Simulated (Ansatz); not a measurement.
Starting cell, MgB2 (AlB2 type, space group P6/mmm):

```yaml
crystal:
  lattice:
    - [6.14864, 0.00000, 0.00000]
    - [-1.53716, 2.66244, 0.00000]
    - [0.00000, 0.00000, 3.52754]
  atoms:
    - { symbol: Mg, position: [0.00000, 0.00000, 0.00000] }
    - { symbol: Mg, position: [0.50000, 0.00000, 0.00000] }
    - { symbol: B, position: [0.16667, 0.66667, 0.50000] }
    - { symbol: B, position: [0.66667, 0.66667, 0.50000] }
    - { symbol: B, position: [0.33333, 0.33333, 0.50000] }
    - { symbol: B, position: [0.83333, 0.33333, 0.50000] }
```

A phonon eigenvector at M = (0.5, 0.0, 0.0) is frozen into this cell: atom i moves by Q times the vector below, so Q is the largest atomic displacement, in Å. The cell is held. (q is in reciprocal vectors of the primitive cell; the cell shown is doubled to hold the pattern.)

```
atom      x      y       z
----  -----  -----  ------
Mg1   0.000  0.000   1.000
Mg2   0.000  0.000  -1.000
B3    0.000  0.000   0.114
B4    0.000  0.000  -0.114
B5    0.000  0.000  -0.114
B6    0.000  0.000   0.114
```

These are PBE (plane waves to 420 eV, PAW, scalar-relativistic; Ansatz, a first-principles code) values and carry that method's errors. k mesh 17×17×13 (Γ-centred), Fermi-Dirac smearing 0.05 eV. Energies are smeared free energies. Compression counts positive. With partly filled bands, energies and forces of such displacements shift with the k mesh and the smearing. MgB2 was relaxed with its symmetry unable to fall. ΔE is measured from the undisplaced structure.

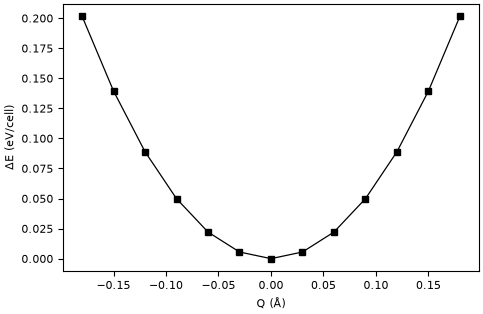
Figure: ΔE (eV/cell) against Q (Å); one marker a computed point.

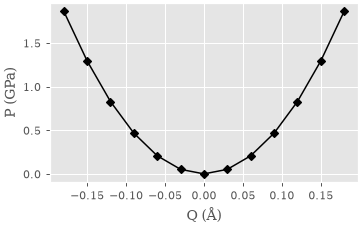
P (GPa) against Q (Å); markers are the computed points, lines only join them.

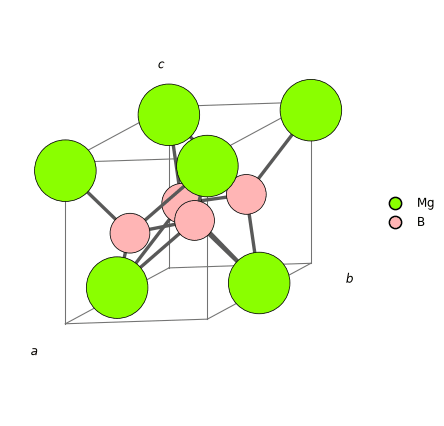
Figure: The cell of the calculation at Q = -0.180 Å.

Symmetry of the curve: even: the same for both signs. Space group of the distorted cell: Pmmn (No. 59), lowered from P6/mmm. Wavenumber by perturbation theory (DFPT, on another k mesh): 260 cm⁻¹. Harmonic wavenumber from the curvature (finite differences): 261 cm⁻¹. Shape of the curve: a single well with its minimum at or next to zero displacement.

E″ = 12.28 eV/Å², M = Σ mᵢ|uᵢ|² = 49.2 u, ν̃ = 521.5·√(|E″|/M).

(For displaced atoms, the force is minus the slope of the energy, and its curvature is a force constant, which sets phonon frequencies.)
